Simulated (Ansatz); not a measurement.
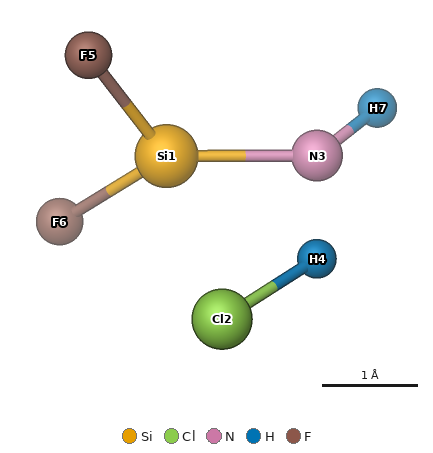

*The structure as given in the input (ball-and-stick view, seen at a tilt; atoms are numbered from 1 in the order of the input).*

Bond lengths as drawn: Cl–H 1.43 Å, F–Si 1.60 Å, H–N 1.01 Å and N–Si 1.61 Å.

Run report: SiNH₂ClF₂, frequency calculation

SiNH₂ClF₂, computed with RKS PBE0-D4/def2-SVP (Ansatz 0.2.0).

Figures and captions count atoms from 1; the log counts them from 0 in places.

The input:
```yaml
crystal:
  periodic: [false, false, false]
  atoms:
    - {symbol: Si, position_ang: [-0.353815, -0.003322, 0.556083]}
    - {symbol: Cl, position_ang: [1.217591, -1.571993, -0.394245]}
    - {symbol: N, position_ang: [-0.018081, 0.835615, -0.773393]}
    - {symbol: H, position_ang: [0.896992, -0.352756, -1.063061]}
    - {symbol: F, position_ang: [0.219921, 0.264508, 2.025045]}
    - {symbol: F, position_ang: [-1.658888, -0.889024, 0.822699]}
    - {symbol: H, position_ang: [-0.303620, 1.717073, -1.173229]}
basis:
  gaussian: {orbitals: def2-SVP}
hamiltonian: {xc: pbe0, dispersion: d4}
phonons: {}
scf: {lower_state_search: off}
```

Launched with:
```bash
ansatz run in.yaml --threads 4 --pin off --events-out ev --progress --plain --max-ram 9574MiB
```

Output:
```
Functional definition: PBE0
  name "PBE0"
  cite "Adamo & Barone, J. Chem. Phys. 110, 6158 (1999) doi:10.1063/1.478522"
  cite "Perdew, Burke & Ernzerhof, Phys. Rev. Lett. 77, 3865 (1996) doi:10.1103/PhysRevLett.77.3865"
  parent pbe
  parameter a = 0.25
  parameter kappa = 0.804
  parameter beta = 0.06672455060314922
  exchange = (1 - a)*pbe_x(kappa = kappa, mu = beta*pi^2/3) + a*exact_x
  correlation = pbe_c(beta = beta)
these checks for a lower state are left out or cut short: stability, starts, cluster_reference, orbital_swaps, neighbouring_geometries, increment
884 factors; integrals over basis functions are off by at most 4.1e-4 eV
mean field evaluation 1: about -27324.7143 eV, gradient 6.6e1 eV
mean field evaluation 2: about -27308.3702 eV, gradient 1.0e2 eV
mean field evaluation 4: about -27332.8884 eV, gradient 6.3e0 eV
mean field evaluation 8: about -27332.9596 eV, gradient 5.1e-2 eV
mean field evaluation 16: about -27332.9596 eV, gradient 7.9e-6 eV
mean field -27332.95964329 eV, -1004.4677399456 hartree, gradient 7.9e-6 eV, S^2 0.000000; 0 other end points of the search recorded, 0 dependent functions left out
the calculation of the forces begins
reference -27332.95966401 eV, -1004.4677407067 hartree; 29, 29 occupied and 59, 59 virtual orbitals, 884 factors
these checks for a lower state are left out or cut short: stability, starts, cluster_reference, orbital_swaps, neighbouring_geometries, increment
884 factors; integrals over basis functions are off by at most 4.1e-4 eV
mean field -27332.96093512 eV, -1004.4677874194 hartree, gradient 2.1e-6 eV, S^2 0.000000; 0 other end points of the search recorded, 0 dependent functions left out
[... from here on the field's lines of each further geometry are left out, up to the last ...]
the calculation of the forces begins
reference -27332.95963005 eV, -1004.4677394588 hartree; 29, 29 occupied and 59, 59 virtual orbitals, 884 factors
these checks for a lower state are left out or cut short: stability, starts, cluster_reference, orbital_swaps, neighbouring_geometries, increment
884 factors; integrals over basis functions are off by at most 4.1e-4 eV
mean field -27332.95961939 eV, -1004.4677390670 hartree, gradient 1.2e-6 eV, S^2 0.000000; 0 other end points of the search recorded, 0 dependent functions left out
the calculation of the forces begins
reference -27332.95964011 eV, -1004.4677398284 hartree; 29, 29 occupied and 59, 59 virtual orbitals, 884 factors
WARN: phonons: modes at or below zero, which the zero-point energy, F, S and C_V leave out: 2, the lowest at -886.59 cm⁻¹. A minimum has none, and a first-order saddle one
Total energy: -27333.10623622 eV, -1004.4731271362 hartree
Atom 0 at    -0.353815    -0.003322     0.556083 Å, force     0.556401    -0.529285    -0.361782 eV/Å
Atom 1 at     1.217591    -1.571993    -0.394245 Å, force    -0.256434    -0.533642     0.912679 eV/Å
Atom 2 at    -0.018081     0.835615    -0.773393 Å, force     0.577405    -0.780755    -0.153044 eV/Å
Atom 3 at     0.896992    -0.352756    -1.063061 Å, force    -0.855433     1.823195    -0.412652 eV/Å
Atom 4 at     0.219921     0.264508     2.025045 Å, force    -0.009730     0.003058     0.005311 eV/Å
Atom 5 at    -1.658888    -0.889024     0.822699 Å, force    -0.004640     0.006149     0.008486 eV/Å
Atom 6 at    -0.303620     1.717073    -1.173229 Å, force    -0.007569     0.011280     0.001002 eV/Å
Dipole moment:    -0.021479     0.210891    -0.168886 e Å
Vibrations: -886.59 -27.57 175.12 176.92 279.20 326.95 414.21 504.93 682.60 811.06 813.97 979.26 1199.23 1729.59 3736.93 cm⁻¹, zero-point energy 0.733365 eV
Checks for a lower state left out: stability, starts, cluster_reference, orbital_swaps, neighbouring_geometries, increment
```

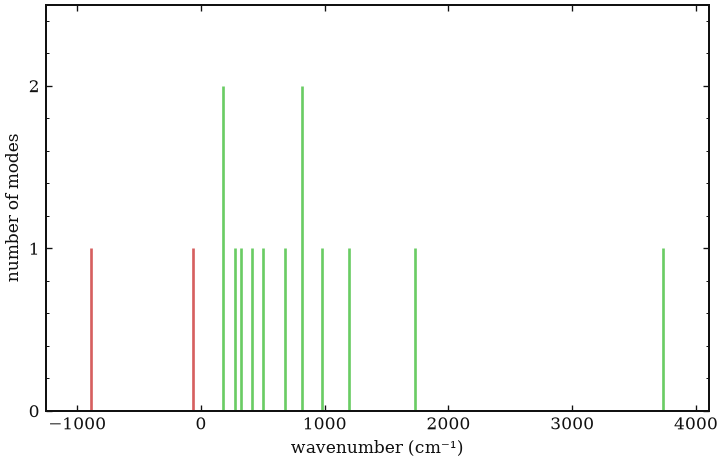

*Harmonic vibrational wavenumbers from the force constants; neighbouring modes closer than 21 cm⁻¹ are counted in one stick, and imaginary ones are drawn at negative wavenumbers.*

15 modes from 886i to 3737 cm⁻¹, 2 imaginary beyond 8i (886i, 61i cm⁻¹): not a minimum.

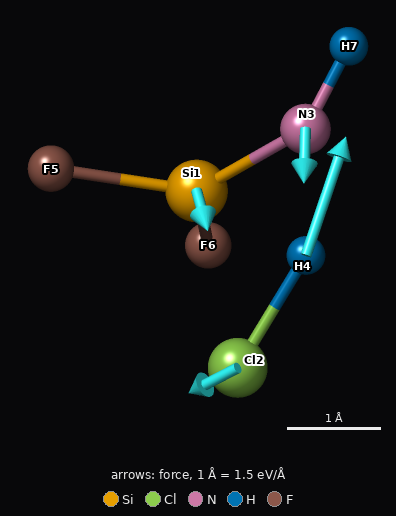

*Forces on the atoms as teal arrows (ball-and-stick view, seen at a tilt; atoms are numbered from 1 in the order of the input); the smallest are left out.*

The largest act on H4 (2.06 eV/Å); Cl2 (1.09 eV/Å); N3 (0.98 eV/Å); Si1 (0.85 eV/Å). The geometry is not a stationary point of this energy.

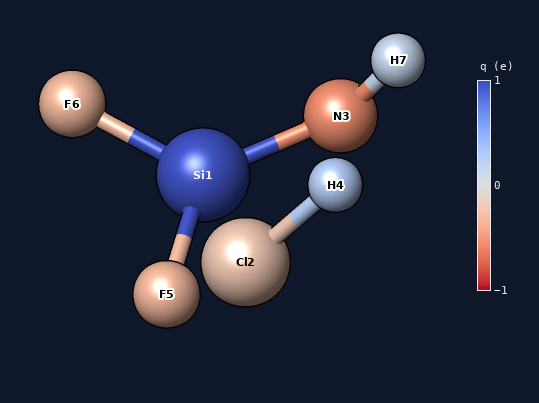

*Mulliken charges, as the colour of each atom (ball-and-stick view, seen at a tilt; atoms are numbered from 1 in the order of the input).*

By element: Si +0.96, Cl −0.21, N −0.54, H +0.15 to +0.25 and F −0.30 e.

Summary:

| quantity | value |
| --- | --- |
| outcome | converged |
| total energy | −27333.1062 eV |
| mean-field energy | −27332.9597 eV |
| dispersion energy | −0.1466 eV |
| largest force (length of the vector) | 2.056 eV/Å |
| dipole moment | 1.30 D |
| hardware | 4 threads of Arm Neoverse V1, 23 GiB of memory available, shared host |
| wall time | 30 s (CPU time 1.8 min) |
| peak memory | 0.16 GiB |
